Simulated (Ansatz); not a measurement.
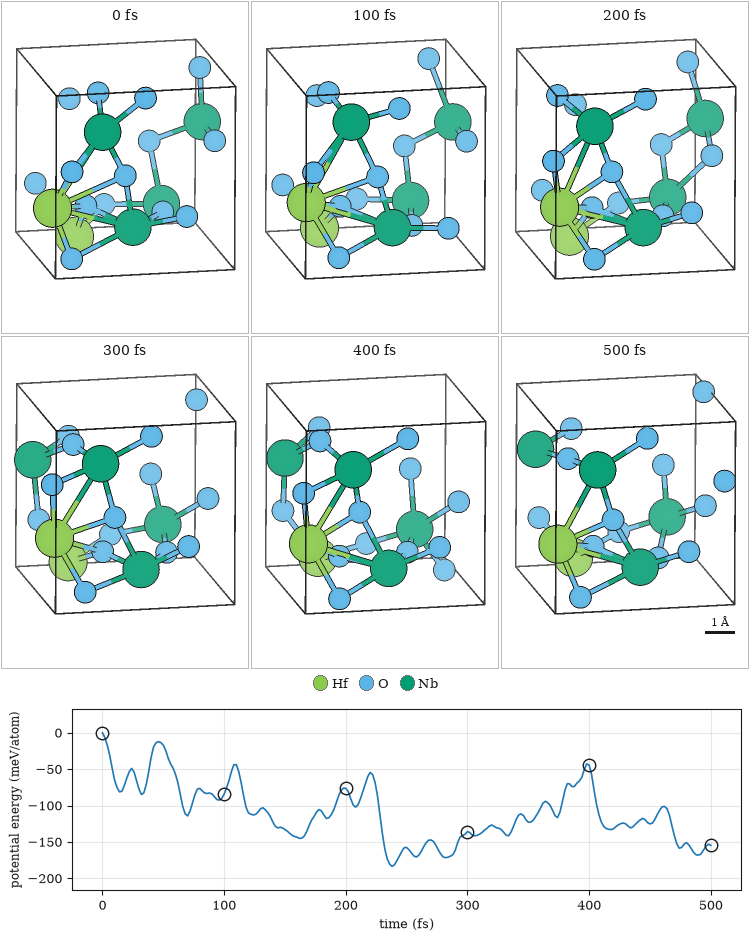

First-principles dynamics of an amorphous cell of composition HfNb₂O₇ (20 atoms in the cell), 500 fs long. It starts from the last geometry of an earlier run, with fresh velocities. Frames and the history of the run. The picture is a ball-and-stick view of the simulation cell, seen slightly off an axis. Atoms that leave the cell re-enter on the other side. Bonds to atoms that aren't drawn are left out.

All numbers below come from DFT PBE, scalar-relativistic, plane waves, PAW (Ansatz 0.2.0). Run with plane-wave cutoff 420 eV; k-point mesh 1 × 1 × 1; Fermi-Dirac smearing 0.131 eV; volume 1.05 times that of the relaxed crystal; set temperature 1520 K; time step 2 fs.

**Describe the run.**

In the second half of the run the atoms are, in the root-mean-square, this far from where they began (common drift taken out): O 0.64 Å, Nb 0.50 Å, Hf 0.50 Å. Against the typical shortest distance between atoms in the first frame, about 1.9 Å these are large excursions, but over 500 fs one can't yet tell strong vibration from the start of diffusion. Over the second half the temperature averages 1574 K (spread ±254 K). The potential energy in the second half lies on average 128 meV per atom below the first frame. The mean pressure there is 1.4 GPa.

Limits of the set-up: the periodic images lie only 6.4 Å apart, so the values are limited by the cell's size.
